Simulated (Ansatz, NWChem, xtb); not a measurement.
**Ligand exchange: GaBr + BH2F → GaF + BH2Br**

Species: GaBr, singlet; BH2F `BF`, singlet; GaF, singlet; BH2Br `BBr`, singlet. The partners trade Br for F: Ga–Br and B–F bonds give way to Ga–F and B–Br.

Shapes, held fixed at every level: PBE0-D4/def2-TZVP. Programs: Ansatz 0.2.0, NWChem 7.3.0, xtb 6.7.1. The zero-point and thermal change to 298 K, harmonic and unscaled (PBE0-D4/def2-TZVP), is -3.4 kJ/mol.

| level | kind | ΔH(298 K) (kJ/mol) | less CCSD(T)/def2-TZVPP |
| --- | --- | --- | --- |
| GFN0-xTB | semi-empirical | +19.9 | -63.0 |
| r2SCAN-D4/def2-TZVPP | meta-GGA | +83.2 | +0.3 |
| B3LYP/6-31G* (Cartesian functions) | global hybrid | +95.0 | +12.1 |
| r2SCAN0-D4/def2-TZVPP | global hybrid | +89.6 | +6.7 |
| MP2/def2-TZVPP | perturbation theory | +81.0 | -1.9 |
| CCSD(T)/def2-SVP | coupled cluster or CI | +90.5 | +7.6 |
| CCSD/def2-SVP | coupled cluster or CI | +92.2 | +9.3 |
| CCSD/def2-TZVPP | coupled cluster or CI | +85.6 | +2.7 |
| CCSD(T)/def2-TZVPP | coupled cluster or CI | +82.9 | 0.0 |

The highest level, CCSD(T)/def2-TZVPP, gives ΔH(298 K) = +82.9 kJ/mol; the levels span +19.9 to +95.0. GFN0-xTB strays far from the other rows. The column of differences is taken from that level and isn't an error. No measured value is set beside it here. Relativity is left out for Br, Ga. Outer-core shells of Br, Ga are correlated, in sets that cover them unevenly.

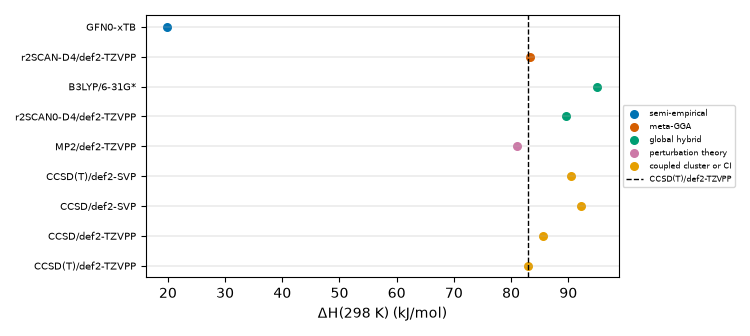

The values of the table, level by level.
